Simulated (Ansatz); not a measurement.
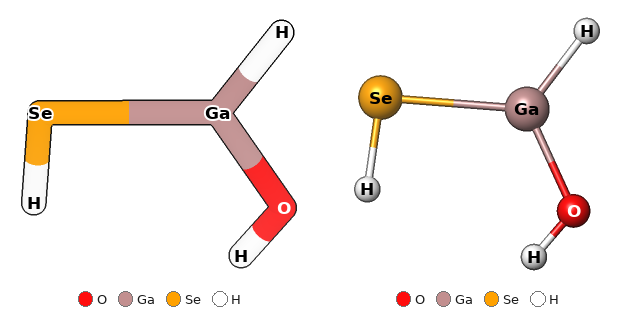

Two views of one molecule.

The computed structure is the end point of a PBE0-D4/def2-TZVP optimisation.

Description:

Formula GaH3OSe. Its SMILES string is `[OH][GaH][SeH]`. This geometry has Cs symmetry. All atoms lie on one plane. Coordination: 1 O bent; 1 Ga trigonal planar; 1 Se bent.

More results for the same structure follow; atom numbers are the same in all pictures, views and colours differ.

**Vibrations**

Harmonic vibrations computed with RKS PBE0-D4/def2-TZVP (Ansatz 0.2.0) at a stationary point of the same level.

Question: List the wavenumbers.

Answer: 12 modes: 146, 216, 289, 334, 498, 535, 652, 700, 841, 2045, 2443, 3907 cm⁻¹.

**Thermal motion**

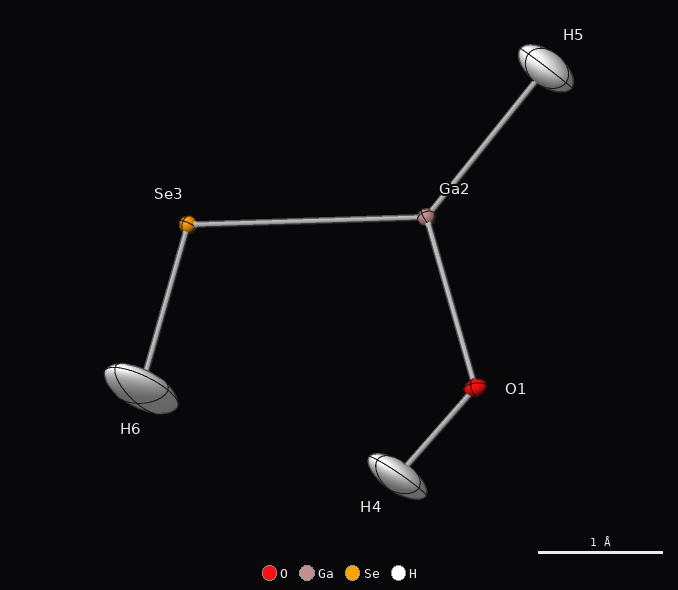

Displacement ellipsoids at the 50 % level, from the internal vibrations of the free molecule (harmonic, no overall translation or rotation; no half-axis is drawn under 0.075 Å). Vibrations computed with RKS PBE0-D4/def2-TZVP (Ansatz 0.2.0). Temperature: 0 K (zero-point motion alone).

Question: Which atom has the largest mean-square displacement?

Answer: H6, with U_eq = 0.0354 Å².

Question: Does H6 move more along its bond or across it?

Answer: Across it: the root-mean-square amplitude is 0.083 Å along the bond and up to 0.265 Å across, since bending and torsion are softer than stretching.

Give the displacement parameters, one line for each set of equivalent atoms.

```tsv
atom	U_eq (Å²)	rms amplitudes (Å)
O1	0.0020	0.025, 0.035, 0.065
Ga2	0.00030	0.009, 0.017, 0.023
Se3	0.00018	0.005, 0.010, 0.021
H4	0.0254	0.079, 0.166, 0.206
H5	0.0231	0.092, 0.169, 0.179
H6	0.0354	0.083, 0.171, 0.265
```

**Charges**

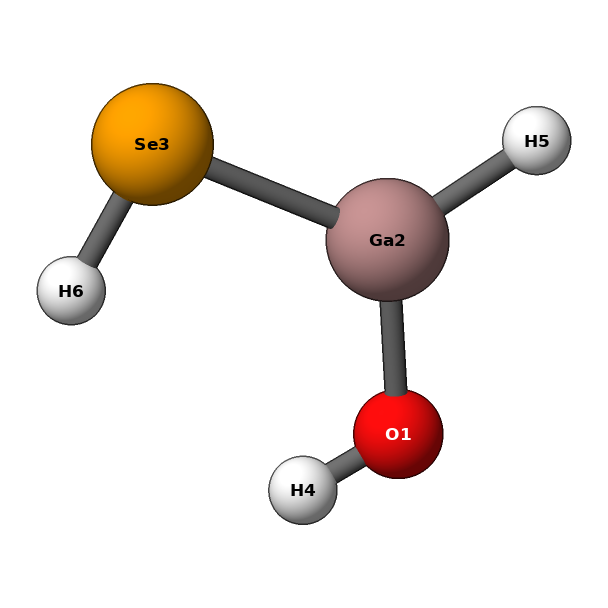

The questions are on Mulliken charges. Level of theory: RKS PBE0-D4/def2-TZVP (Ansatz 0.2.0).

Give the Mulliken charges atom by atom.

| atom | value (e) |
| --- | --- |
| O1 | −0.55 |
| Ga2 | 0.48 |
| Se3 | −0.31 |
| H4 | 0.31 |
| H5 | −0.05 |
| H6 | 0.12 |

Mulliken values depend strongly on the basis set and can even reverse the polarity of a bond.
